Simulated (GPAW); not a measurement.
## MnGa7N8 (GaN32 Mn2 d5p18): which magnetic order is lowest

Does MnGa7N8 (GaN32 Mn2 d5p18) prefer parallel or opposed moments, or none?

Method: PBE; plane waves with GPAW's PAW setups, scalar-relativistic, in GPAW 26.7.0.

## Step 1: Set-up

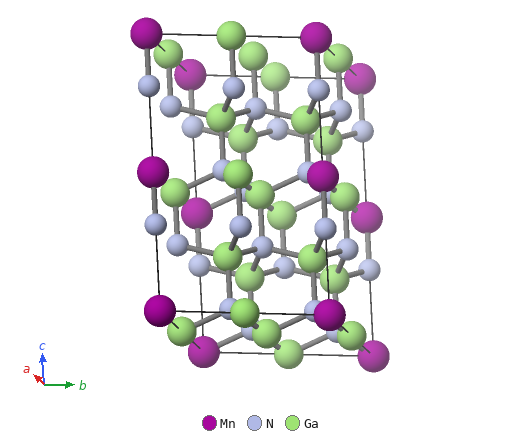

The cell as given, from a free direction (manganese purple, nitrogen light blue, gallium green). Bonds to atoms that aren't drawn are left out. Some periodic images of atoms are drawn too.

The cell is a made-up one and need not be a known phase.

## Step 2: Run 1 (ferro ++)

Parallel moments need no larger cell; this start tests for a ferromagnetic state only.

Contents of order1.py:

```python
import json
import numpy as np
from ase import Atoms
from ase.parallel import paropen, parprint
from gpaw import GPAW

atoms = Atoms(['Mn', 'N', 'Ga', 'N', 'Mn', 'N', 'Ga', 'N', 'Ga', 'N', 'Ga', 'N', 'Ga', 'N', 'Ga', 'N', 'Ga', 'N', 'Ga', 'N', 'Ga', 'N', 'Ga', 'N', 'Ga', 'N', 'Ga', 'N', 'Ga', 'N', 'Ga', 'N'],
    cell=[[6.378, 0.0, 0.0],
         [-3.189, 5.52351, 0.0],
         [0.0, 0.0, 10.37]],
    scaled_positions=[[0.0, 0.0, 0.0],
         [0.166667, 0.333333, 0.0615],
         [0.166667, 0.333333, 0.25],
         [0.0, 0.0, 0.3115],
         [0.0, 0.0, 0.5],
         [0.166667, 0.333333, 0.5615],
         [0.166667, 0.333333, 0.75],
         [0.0, 0.0, 0.8115],
         [0.0, 0.5, 0.0],
         [0.166667, 0.833333, 0.0615],
         [0.166667, 0.833333, 0.25],
         [0.0, 0.5, 0.3115],
         [0.0, 0.5, 0.5],
         [0.166667, 0.833333, 0.5615],
         [0.166667, 0.833333, 0.75],
         [0.0, 0.5, 0.8115],
         [0.5, 0.0, 0.0],
         [0.666667, 0.333333, 0.0615],
         [0.666667, 0.333333, 0.25],
         [0.5, 0.0, 0.3115],
         [0.5, 0.0, 0.5],
         [0.666667, 0.333333, 0.5615],
         [0.666667, 0.333333, 0.75],
         [0.5, 0.0, 0.8115],
         [0.5, 0.5, 0.0],
         [0.666667, 0.833333, 0.0615],
         [0.666667, 0.833333, 0.25],
         [0.5, 0.5, 0.3115],
         [0.5, 0.5, 0.5],
         [0.666667, 0.833333, 0.5615],
         [0.666667, 0.833333, 0.75],
         [0.5, 0.5, 0.8115]],
    pbc=True,
    magmoms=[4.5, 0.0, 0.0, 0.0, 4.5, 0.0, 0.0, 0.0, 0.0, 0.0, 0.0, 0.0, 0.0, 0.0, 0.0, 0.0, 0.0, 0.0, 0.0, 0.0, 0.0, 0.0, 0.0, 0.0, 0.0, 0.0, 0.0, 0.0, 0.0, 0.0, 0.0, 0.0])
atoms.calc = GPAW(mode={'name': 'pw', 'ecut': 600},
    xc='PBE',
    kpts={'size': (5, 5, 3), 'gamma': True},
    occupations={'name': 'fermi-dirac', 'width': 0.05},
    convergence={'density': 1e-05, 'energy': 1e-05},
    maxiter=200,
    mixer={'name': 'pulay', 'beta': 0.05, 'nmaxold': 6, 'weight': 50},
    symmetry={'tolerance': 1e-4},
    txt='order1.txt')
e = atoms.get_potential_energy(force_consistent=True)
res = {'free_energy': e, 'energy_sigma0': atoms.get_potential_energy(), 'fermi_energy': atoms.calc.get_fermi_level()}
res['moments'] = atoms.get_magnetic_moments().tolist()
res['total'] = atoms.get_magnetic_moment()
parprint('site moments (muB):', np.round(res['moments'], 3))
parprint(f"total moment: {res['total']:.3f} muB")
parprint(f'free energy: {e:.6f} eV')
atoms.calc.write('order1.gpw')
with paropen('results.json', 'w') as f:
    json.dump(res, f)
```

The run is started by

```sh
OMP_NUM_THREADS=1 mpirun -n 4 gpaw python order1.py > order1.log
```

Output:

```text
site moments (muB): [3.409e+00 5.000e-03 1.700e-02 1.300e-02 3.409e+00 5.000e-03 1.700e-02
 1.300e-02 2.100e-02 5.000e-03 1.700e-02 4.000e-03 2.100e-02 5.000e-03
 1.700e-02 4.000e-03 2.100e-02 2.000e-03 2.000e-03 4.000e-03 2.100e-02
 2.000e-03 2.000e-03 4.000e-03 2.100e-02 5.000e-03 1.700e-02 4.000e-03
 2.100e-02 5.000e-03 1.700e-02 4.000e-03]
total moment: 8.000 muB
free energy: -201.242700 eV

--- order1.txt ---
Input parameters:
  mode=PW(ecut=600),
  convergence={'density': 1e-05, 'energy': 1e-05},
  kpts=MonkhorstPack(size=(5, 5, 3), gamma=True),
  maxiter=200,
  mixer=Pulay(name='pulay', nmaxold=6, beta=0.05, weight=50, sigma=0.015, g_ss=None),
  occupations=Occupations(name='fermi-dirac', width=0.05),
  symmetry=Symmetry(tolerance=0.0001),
  xc=XC(name='PBE')

Diagonalizing LCAO Hamiltonian
Converting LCAO to pw mode

          Ga      Ga
         N       N
           NGa     NGa
          N       N
            N       N
         Ga      Ga
           Mn      Ga
         NGa     NGa
            Ga      Ga
          NN      NN

         Ga N    Ga N
           Mn      Ga

Atoms  # Å, Bohr magnetons
|    | symbol |         x |        y |        z |    initial magnetic moments |
|----|--------|-----------|----------|----------|-----------------------------|
|  0 |     Mn |  0.000000 | 0.000000 | 0.000000 | ( 0.0000,  0.0000,  4.5000) |
|  1 |      N |  0.000003 | 1.841168 | 0.637755 | ( 0.0000,  0.0000,  0.0000) |
|  2 |     Ga |  0.000003 | 1.841168 | 2.592500 | ( 0.0000,  0.0000,  0.0000) |
|  3 |      N |  0.000000 | 0.000000 | 3.230255 | ( 0.0000,  0.0000,  0.0000) |
|  4 |     Mn |  0.000000 | 0.000000 | 5.185000 | ( 0.0000,  0.0000,  4.5000) |
|  5 |      N |  0.000003 | 1.841168 | 5.822755 | ( 0.0000,  0.0000,  0.0000) |
|  6 |     Ga |  0.000003 | 1.841168 | 7.777500 | ( 0.0000,  0.0000,  0.0000) |
|  7 |      N |  0.000000 | 0.000000 | 8.415255 | ( 0.0000,  0.0000,  0.0000) |
|  8 |     Ga | -1.594500 | 2.761755 | 0.000000 | ( 0.0000,  0.0000,  0.0000) |
|  9 |      N | -1.594497 | 4.602923 | 0.637755 | ( 0.0000,  0.0000,  0.0000) |
| 10 |     Ga | -1.594497 | 4.602923 | 2.592500 | ( 0.0000,  0.0000,  0.0000) |
| 11 |      N | -1.594500 | 2.761755 | 3.230255 | ( 0.0000,  0.0000,  0.0000) |
| 12 |     Ga | -1.594500 | 2.761755 | 5.185000 | ( 0.0000,  0.0000,  0.0000) |
| 13 |      N | -1.594497 | 4.602923 | 5.822755 | ( 0.0000,  0.0000,  0.0000) |
| 14 |     Ga | -1.594497 | 4.602923 | 7.777500 | ( 0.0000,  0.0000,  0.0000) |
| 15 |      N | -1.594500 | 2.761755 | 8.415255 | ( 0.0000,  0.0000,  0.0000) |
| 16 |     Ga |  3.189000 | 0.000000 | 0.000000 | ( 0.0000,  0.0000,  0.0000) |
| 17 |      N |  3.189003 | 1.841168 | 0.637755 | ( 0.0000,  0.0000,  0.0000) |
| 18 |     Ga |  3.189003 | 1.841168 | 2.592500 | ( 0.0000,  0.0000,  0.0000) |
| 19 |      N |  3.189000 | 0.000000 | 3.230255 | ( 0.0000,  0.0000,  0.0000) |
| 20 |     Ga |  3.189000 | 0.000000 | 5.185000 | ( 0.0000,  0.0000,  0.0000) |
| 21 |      N |  3.189003 | 1.841168 | 5.822755 | ( 0.0000,  0.0000,  0.0000) |
| 22 |     Ga |  3.189003 | 1.841168 | 7.777500 | ( 0.0000,  0.0000,  0.0000) |
| 23 |      N |  3.189000 | 0.000000 | 8.415255 | ( 0.0000,  0.0000,  0.0000) |
| 24 |     Ga |  1.594500 | 2.761755 | 0.000000 | ( 0.0000,  0.0000,  0.0000) |
| 25 |      N |  1.594503 | 4.602923 | 0.637755 | ( 0.0000,  0.0000,  0.0000) |
| 26 |     Ga |  1.594503 | 4.602923 | 2.592500 | ( 0.0000,  0.0000,  0.0000) |
| 27 |      N |  1.594500 | 2.761755 | 3.230255 | ( 0.0000,  0.0000,  0.0000) |
| 28 |     Ga |  1.594500 | 2.761755 | 5.185000 | ( 0.0000,  0.0000,  0.0000) |
| 29 |      N |  1.594503 | 4.602923 | 5.822755 | ( 0.0000,  0.0000,  0.0000) |
| 30 |     Ga |  1.594503 | 4.602923 | 7.777500 | ( 0.0000,  0.0000,  0.0000) |
| 31 |      N |  1.594500 | 2.761755 | 8.415255 | ( 0.0000,  0.0000,  0.0000) |

Unit cell  # Å
| periodic |         x |        y |         z |   lengths |     angles |
|----------|-----------|----------|-----------|-----------|------------|
|      yes |  6.378000 | 0.000000 |  0.000000 |  6.378000 |  90.000000 |
|      yes | -3.189000 | 5.523510 |  0.000000 |  6.378000 |  90.000000 |
|      yes |  0.000000 | 0.000000 | 10.370000 | 10.370000 | 120.000000 |

Number of symmetries: 6

BZ-sampling:
  Number of BZ points: 75
  Number of IBZ points: 12

  Monkhorst-Pack size: [5, 5, 3]
  Monkhorst-Pack shift: [0, 0, 0]

K-points  # in reciprocal-cell coordinates
|     |                                coordinates |     weight |
|-----|--------------------------------------------|------------|
|   0 | (  0.00000000,   0.00000000,   0.00000000) | 0.01333333 |
|   1 | (  0.00000000,   0.00000000,   0.33333333) | 0.02666667 |
|   2 | (  0.20000000,   0.00000000,  -0.33333333) | 0.08000000 |
|   3 | (  0.20000000,   0.00000000,   0.00000000) | 0.08000000 |
|   4 | (  0.20000000,   0.00000000,   0.33333333) | 0.08000000 |
|   5 | (  0.40000000,  -0.20000000,   0.00000000) | 0.08000000 |
|   6 | (  0.40000000,  -0.20000000,   0.33333333) | 0.16000000 |
|   7 | (  0.40000000,   0.00000000,  -0.33333333) | 0.08000000 |
|   8 | (  0.40000000,   0.00000000,   0.00000000) | 0.08000000 |
|   9 | (  0.40000000,   0.00000000,   0.33333333) | 0.08000000 |
| ... |                                            |            |
|  11 | (  0.40000000,   0.40000000,   0.33333333) | 0.16000000 |

Plane wave coefficients: 12263
Cutoff: 600.0 eV

Spin-components: 2 (collinear spins)
Bands:           101
Projectors:      162
Spin-degeneracy: 1
Datatype:        complex128

Parallelization:
  kpt:    4
  domain: 1
  band:   1

Density:
  Valence electrons: 152.0
  Components: 2
  Grid points: [40 40 60]
  Charge: 0.0  # |e|

Potential:
  Grid points: [40 40 60]

species:
  Mn:
    name:    Manganese
    Z:       25.0
    valence: 15
    core:    10
    charge:  0.0  # [|e|]
    compensation charges:
      type: gauss
      rc: 0.38  # [Å]
      lmax: 2
    cutoffs:
      filter: 2.14  # [Å]
      core: 0.86  # [Å]
    projectors
    | kind |    occ | energy [eV] | rcut [Å] |
    |------|--------|-------------|----------|
    |   3s |  2.000 |     -85.859 |    1.275 |
    |   4s |  2.000 |      -5.106 |    1.275 |
    |   3p |  6.000 |     -54.597 |    1.281 |
    |   4p |  0.000 |      -1.371 |    1.281 |
    |   3d |  5.000 |      -6.771 |    1.138 |
    |    d |        |      20.441 |    1.138 |

    Using partial waves for Mn as LCAO basis

  N:
    name:    Nitrogen
    Z:       7.0
    valence: 5
    core:    2
    charge:  0.0  # [|e|]
    compensation charges:
      type: gauss
      rc: 0.18  # [Å]
      lmax: 2
    cutoffs:
      filter: 1.11  # [Å]
      core: 0.96  # [Å]
    projectors
    | kind |    occ | energy [eV] | rcut [Å] |
    |------|--------|-------------|----------|
    |   2s |  2.000 |     -18.583 |    0.603 |
    |   2p |  3.000 |      -7.089 |    0.529 |
    |    s |        |       8.629 |    0.603 |
    |    p |        |      20.123 |    0.529 |
    |    d |        |       0.000 |    0.577 |

    Using partial waves for N as LCAO basis

  Ga:
    name:    Gallium
    Z:       31.0
    valence: 3
    core:    28
    charge:  0.0  # [|e|]
    compensation charges:
      type: gauss
      rc: 0.37  # [Å]
      lmax: 2
    cutoffs:
      filter: 2.06  # [Å]
      core: 4.17  # [Å]
    projectors
    | kind |    occ | energy [eV] | rcut [Å] |
    |------|--------|-------------|----------|
    |   4s |  2.000 |      -8.945 |    1.164 |
    |   4p |  1.000 |      -2.580 |    1.164 |
    |    s |        |      18.266 |    1.164 |
    |    p |        |      24.631 |    1.164 |
    |    d |        |       0.000 |    1.164 |

    Using partial waves for Ga as LCAO basis

Reference energy: -827121.121619  # eV

eigensolver:
  PPCG
  Converge bands: occupied
  niter=2

density mixing:
  Pulay-Mixer
  Linear mixing parameters: 0.05
  Old densities: 6
  Fourier metric: weight=50, sigma=0.015

occupation numbers:
  Fermi-Dirac:
    width: 0.0500  # eV

poisson solver:
  ecut: 4800.0  # eV

xc functional:
  name: PBE with 2 nearest neighbor stencil

convergence criteria:
- Maximum integral of absolute [dens]ity change: 1e-05 electrons / valence electron
- Maximum [total energy] change in last 3 cyles: 1e-05 eV / valence electron
- Maximum integral of absolute [eigenst]ate change: 4e-08 eV^2 / valence electron
maximum number of iterations: 200

SCF iterations
|iter     |      energy | eigst |  dens |  magmom |
|---------|-------------|-------|-------|---------|
|iter:   1|       0s | -228.506511 | +0.15 |       |  +9.0156|
|iter:   2|      22s | -220.927553 | -1.02 | -0.62 |  +8.9648|
|iter:   3|      44s | -201.744545 | +0.26 | -0.67 |  +8.6527|
|iter:   4|      67s | -202.690317 | -1.00 | -1.09 |  +8.6566|
|iter:   5|      89s | -201.865883 | -0.98 | -1.07 |  +8.4922|
|iter:   6|     111s | -201.951230 | -1.96 | -1.20 |  +8.4412|
|iter:   7|     133s | -201.497189 | -1.16 | -1.24 |  +8.1024|
|iter:   8|     155s | -201.327558 | -2.20 | -1.66 |  +8.0705|
|iter:   9|     177s | -201.264644 | -2.32 | -1.80 |  +8.0139|
|iter:  10|     200s | -201.205697 | -2.84 | -2.07 |  +8.0270|
[... 13 iterations left out ...]
|iter:  24|     510s | -201.205677c| -7.56c| -3.94 |  +7.9998|
|iter:  25|     527s | -201.205681c| -7.46c| -4.10 |  +7.9998|
|iter:  26|     549s | -201.205685c| -7.59c| -4.24 |  +8.0000|
|iter:  27|     560s | -201.205686c| -8.28c| -4.39 |  +8.0000|
|iter:  28|     576s | -201.205689c| -7.52c| -4.43 |  +8.0000|
|iter:  29|     587s | -201.205689c| -7.88c| -4.73 |  +8.0000|
|iter:  30|     598s | -201.205690c| -8.22c| -4.84 |  +8.0000|
|iter:  31|     610s | -201.205691c| -8.16c| -4.88 |  +8.0000|
|iter:  32|     621s | -201.205691c| -8.48c| -4.99 |  +8.0000|
|iter:  33|     632s | -201.205692c| -8.64c| -5.02c|  +8.0000|

Converged in 33 steps
Energy contributions relative to reference atoms: (reference = -827121.121619)

Energy contributions:
  Kinetic:         500.745782
  Coulomb:        -436.876727
  Zero:              1.043752
  External:          0.000000
  Xc:             -266.081491
  Entropy:          -0.074017
  Spinorbit:         0.000000
  ----------------------------
  Free energy:    -201.242700
  Extrapolated:   -201.205692

dipole moment: (-78.941124, -98.189046, -114.201058)  # |e|*Ang

Total magnetic moment: (0.000000, 0.000000, 7.999999)

Local magnetic moments
|        x |        y |        z |
|----------|----------|----------|
| 0.000000 | 0.000000 | 3.408604 |  # Mn   0
| 0.000000 | 0.000000 | 0.004936 |  # N    1
| 0.000000 | 0.000000 | 0.017154 |  # Ga   2
| 0.000000 | 0.000000 | 0.012508 |  # N    3
| 0.000000 | 0.000000 | 3.408603 |  # Mn   4
| 0.000000 | 0.000000 | 0.004936 |  # N    5
| 0.000000 | 0.000000 | 0.017154 |  # Ga   6
| 0.000000 | 0.000000 | 0.012508 |  # N    7
| 0.000000 | 0.000000 | 0.021259 |  # Ga   8
| 0.000000 | 0.000000 | 0.004936 |  # N    9
| 0.000000 | 0.000000 | 0.017154 |  # Ga  10
| 0.000000 | 0.000000 | 0.004348 |  # N   11
| 0.000000 | 0.000000 | 0.021259 |  # Ga  12
| 0.000000 | 0.000000 | 0.004936 |  # N   13
| 0.000000 | 0.000000 | 0.017154 |  # Ga  14
| 0.000000 | 0.000000 | 0.004348 |  # N   15
[...]
| 0.000000 | 0.000000 | 0.001583 |  # Ga  22
| 0.000000 | 0.000000 | 0.004348 |  # N   23
| 0.000000 | 0.000000 | 0.021259 |  # Ga  24
| 0.000000 | 0.000000 | 0.004936 |  # N   25
| 0.000000 | 0.000000 | 0.017154 |  # Ga  26
| 0.000000 | 0.000000 | 0.004348 |  # N   27
| 0.000000 | 0.000000 | 0.021259 |  # Ga  28
| 0.000000 | 0.000000 | 0.004936 |  # N   29
| 0.000000 | 0.000000 | 0.017154 |  # Ga  30
| 0.000000 | 0.000000 | 0.004348 |  # N   31

Fermi level: 7.835
Eigenvalues  # (at kpt = [0.000, 0.000, 0.000])
| band index |      eig [eV] | occ [0-1] |      eig [eV] | occ [0-1] |
|------------|---------------|-----------|---------------|-----------|
|          0 |       -73.601 |     1.000 |       -69.751 |     1.000 |
|        ... |               |           |               |           |
|         67 |         5.358 |     1.000 |         5.864 |     1.000 |
|         68 |         5.609 |     1.000 |         5.864 |     1.000 |
|         69 |         5.609 |     1.000 |         5.869 |     1.000 |
|         70 |         5.994 |     1.000 |         6.117 |     1.000 |
|         71 |         5.994 |     1.000 |         6.117 |     1.000 |
|         72 |         6.286 |     1.000 |         8.632 |     0.000 |
|         73 |         6.286 |     1.000 |         9.135 |     0.000 |
|         74 |         6.348 |     1.000 |         9.137 |     0.000 |
|         75 |         6.349 |     1.000 |         9.165 |     0.000 |
|         76 |         7.622 |     0.986 |         9.165 |     0.000 |
|         77 |         7.804 |     0.649 |         9.506 |     0.000 |
|         78 |         8.032 |     0.019 |         9.763 |     0.000 |
|         79 |         8.032 |     0.019 |         9.764 |     0.000 |
|         80 |         8.236 |     0.000 |        10.049 |     0.000 |
|         81 |         8.237 |     0.000 |        10.091 |     0.000 |
|         82 |         8.534 |     0.000 |        10.092 |     0.000 |
|        ... |               |           |               |           |
|        100 |        13.492 |     0.000 |        13.777 |     0.000 |

No gap
No difference between direct/indirect transitions
```

Wall time 11 min (4 MPI ranks of Arm Neoverse V1, shared host); peak memory 2.4 GiB; 45 min of CPU time.

Spin moment in the augmentation sphere by element, in μB:

```csv
element,atoms,mean,spread (r.m.s.),least,largest
Mn,2,3.41,0.00,3.41,3.41
N,16,0.01,0.00,0.00,0.01
Ga,14,0.02,0.01,0.00,0.02
```

The atoms farthest from the mean of their element:

```csv
atom,"x, y, z (Å)",spin moment in the augmentation sphere (μB)
Ga23,"3.19, 1.84, 7.78",0.00
Ga19,"3.19, 1.84, 2.59",0.00
N4,"0.00, 0.00, 3.23",0.01
N8,"0.00, 0.00, 8.42",0.01
Ga17,"3.19, 0.00, 0.00",0.02
Ga21,"3.19, 0.00, 5.18",0.02
Ga13,"-1.59, 2.76, 5.18",0.02
Ga9,"-1.59, 2.76, 0.00",0.02
```

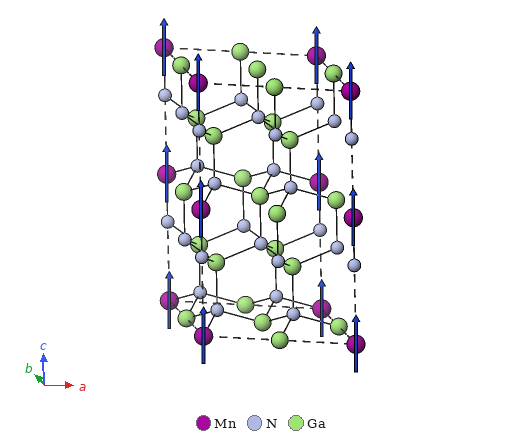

Spin moment in the augmentation sphere as arrows, the longest 3.41 μB. Up and down stand for the sign. Arrows give size and sign along the axis of quantisation, drawn up and down the page. Bonds to atoms that aren't drawn are left out. Some periodic images of atoms are drawn too.

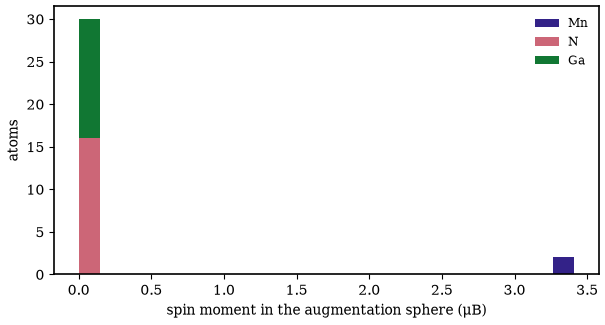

Spin moment in the augmentation sphere as a stacked histogram.

Numbers from this step:

- magnetization: 8.000 μB
- final state: ferromagnetic

After 33 cycles the largest moment stands at 3.41 μB.

[end of part 1 of 2]

[Logs and program files are shortened in this print: banners, set-up blocks, solver, clock and traceback lines can be left out without a mark of their own.]

[Logs are printed without paths, hosts, clocks, repeated set-up lines and the standing remarks that a program may print on its own settings, such as how far it seeks lower states.]

[Hosts, paths, dates, database ids (printed as entryN), source tags and the programs' standing remarks are cut or masked in the printed files.]

[Where a cell is said to come from a database of computed structures, the database is the Materials Project.]
